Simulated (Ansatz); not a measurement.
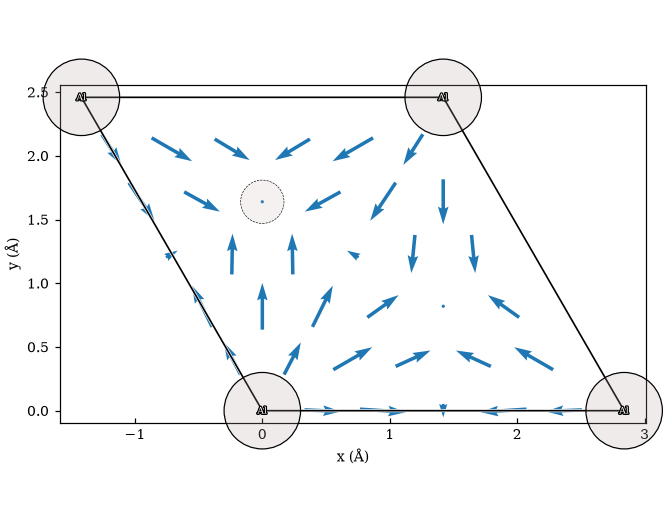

Ti on an Al(111) slab cut from the Fm-3m phase, its upper half relaxed before the scan (12 atoms of substrate and one adsorbate in a 2 × 2 cell). Ti is moved over the surface cell; relaxed at each place: the height of the adsorbate's atoms; substrate rigid; the origin of the map has the adsorbate above Al9. Places are given modulo a cell vector. The map is drawn in real space over the plane of the surface. Grid: 6 × 6 points; 10 points were computed and 26 follow by symmetry. Places are given in fractions of the 1 × 1 surface cell. The electronic state followed may not be the lowest one. The calculation used DFT PBEsol, scalar-relativistic, plane waves, PAW (Ansatz 0.2.0). Settings: cutoff 420 eV, k-mesh 6×6×1, gaussian smearing 0.1 eV, spin-polarised.

Drawn: arrows along the force (downhill), their lengths compressed, labelled circles for the atoms of the top layer and small ones for the second layer, the outline of one cell of the plane.

Q: The arrows alone are given. Where are the wells?

A: The arrows converge at a threefold hollow over a second-layer Al atom, (2/6, 4/6) of the cell vectors; a threefold hollow over a third-layer Al atom, (4/6, 2/6) of the cell vectors (0.09 eV up) (read from the interpolated surface).

The energy map of the same scan:

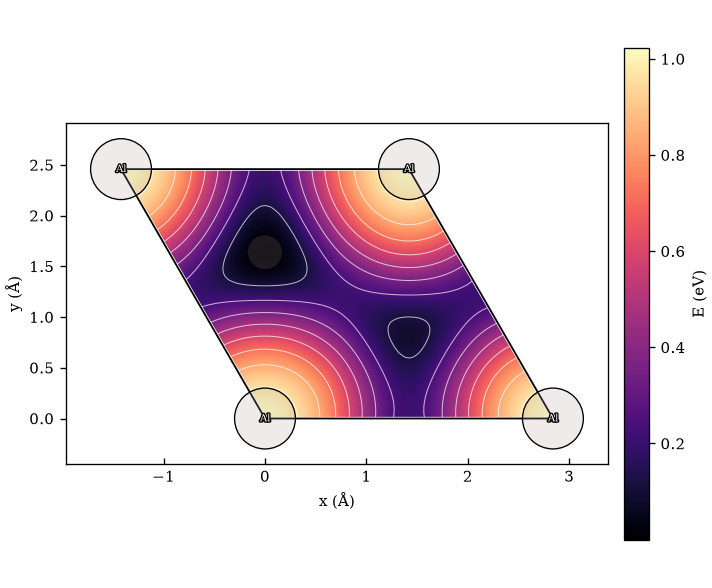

Energies are in eV, from the lowest grid point; between grid points the surface is interpolated.

PAW datasets: the set soft_1.
